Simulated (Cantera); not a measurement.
Charge: 1 mol FeS2, 1.5 mol SO3, 0.36 mol H2O, equilibrated at 0.0500 bar.

Method: chemical equilibrium by Gibbs-energy minimisation in Cantera with the NASA 1993 tables (ideal gas, pure condensed phases). Candidate condensed phases: Fe, FeO, Fe(OH)2, Fe(OH)3, FeS, FeSO4, FeS2, Fe2O3, Fe2(SO4)3, Fe3O4, H2O, H2SO4, S; 22 gas species. Metal and sulfide melt together well below either melting point, which pure phases cannot show. Mutual solubility and eutectic melting of coexisting phases are not modelled. The tables' stoichiometric FeO is somewhat more stable than real wüstite, so its field is too wide. FeO, FeS: taken at fixed stoichiometry. Rates play no part.

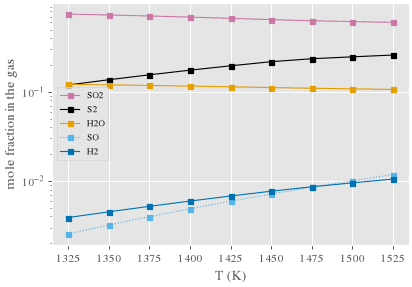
Figure. Equilibrium gas composition (values under 1e-9 drawn at 1e-9)

Q: Read off the mole fractions at 1375 K.

A: SO2 about 0.71, S2 about 0.16, H2O about 0.12, H2 about 0.0052, SO about 0.0040.
